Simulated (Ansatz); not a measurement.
**CH6Ge···HF: density, localisation and related maps**

The calculation's input:

```
crystal:
  periodic: [false, false, false]
  atoms:
    - {symbol: Ge, position_ang: [-0.938489, -0.034313, -0.504950]}
    - {symbol: H, position_ang: [-0.531237, 1.463866, -0.600339]}
    - {symbol: H, position_ang: [-0.795037, -0.628502, -1.914080]}
    - {symbol: H, position_ang: [-2.416367, -0.048215, -0.084964]}
    - {symbol: C, position_ang: [0.197748, -0.944864, 0.787146]}
    - {symbol: H, position_ang: [1.156341, 1.775963, -0.444511]}
    - {symbol: F, position_ang: [2.079188, 1.773874, -0.346220]}
    - {symbol: H, position_ang: [-0.068387, -2.001047, 0.839239]}
    - {symbol: H, position_ang: [0.072853, -0.502315, 1.775787]}
    - {symbol: H, position_ang: [1.243387, -0.854350, 0.492791]}
basis:
  gaussian: {orbitals: def2-TZVPP}
hamiltonian: {xc: pbe0, dispersion: d4}
output: {orbitals: {seedname: orbitals}}
```

Run with:

```sh
ansatz run in.yaml --threads 4 --pin off --events-out ev --progress --plain --max-ram 9574MiB
```

The reactant side of a reaction path; geometry: PBE0-D4/def2-TZVP.

The calculation used Ansatz, RKS PBE0-D4/def2-TZVPP.

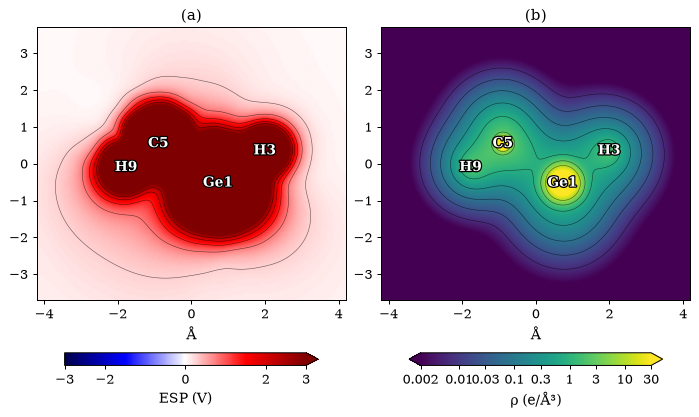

Figure 1. (a) electrostatic potential; (b) total electron density on the plane of atoms H3, Ge1 and C5.

Q: Describe what can be read from this map.

A: The section cuts through Ge, H and C sites. C–Ge (1.95 Å): ρ is about 0.88 e/Å³ halfway. C–H (1.09 Å): ρ at the midpoint is about 2 e/Å³. Ge–H (1.54 Å): ρ at the midpoint is about 1.1 e/Å³. The potential has no marked negative region in this plane.

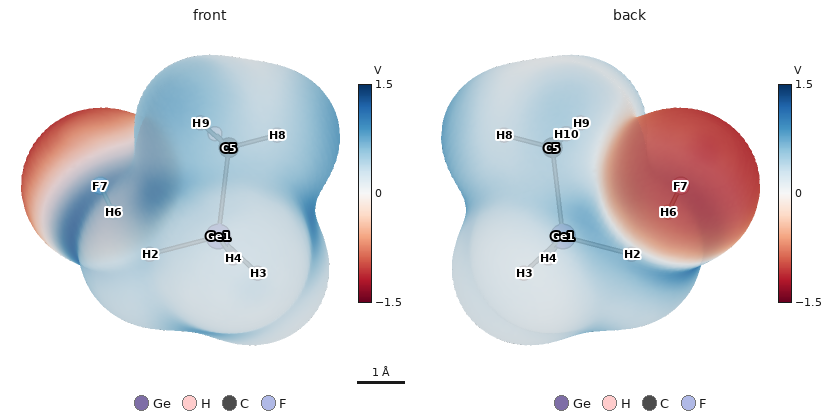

Figure 2. The molecular electrostatic potential painted on the density surface at 0.001 e/bohr³, seen from the front and from behind; red is negative and blue positive.

Q: Which sites attract a positive test charge, and which a negative one?

A: A positive charge is drawn to the negative regions and a negative charge to the positive ones. The most negative region (about −1.1 V) lies over F7, the most positive (about +1.0 V) over Ge1 and H6.

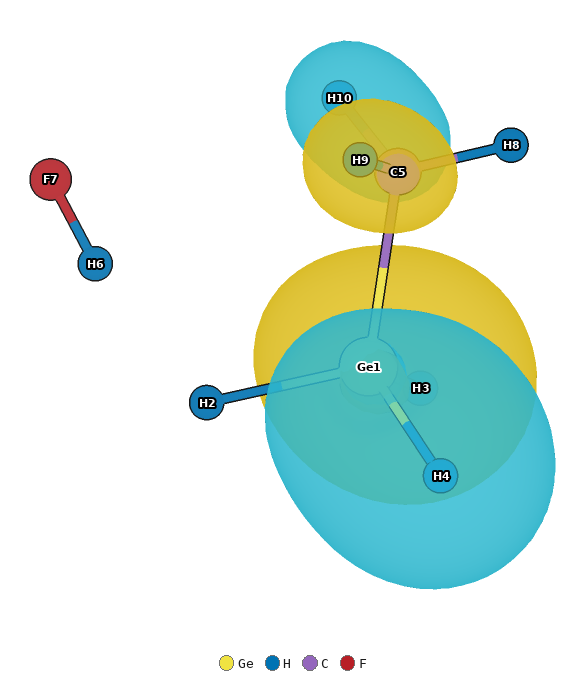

Figure 3. The HOMO−1 at ±0.1 Å⁻³ᐟ² (yellow and cyan are the two phases), seen at a tilt.

Q: Where does this orbital lie, and at what energy?

A: It lies mainly on Ge1 (about 40 %), H3 (about 25 %) and H4 (about 25 %). Its energy is −9.64 eV.

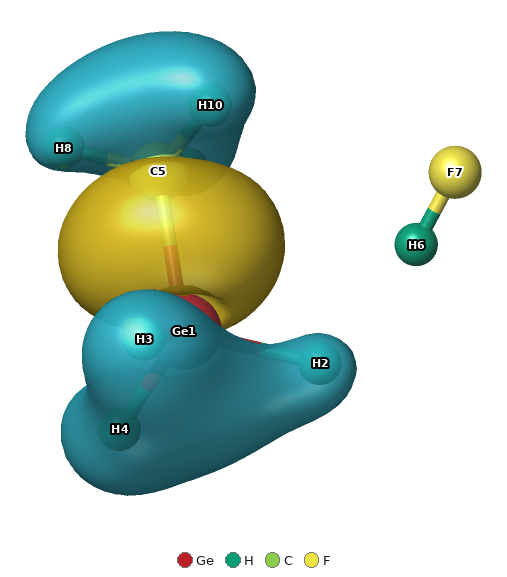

Figure 4. The HOMO at ±0.1 Å⁻³ᐟ² (yellow and cyan are the two phases), seen at an oblique angle.

Q: Where does this orbital lie, and at what energy?

A: It lies mainly on C5 (about 40 %) and Ge1 (about 30 %). Its energy is −9.32 eV.
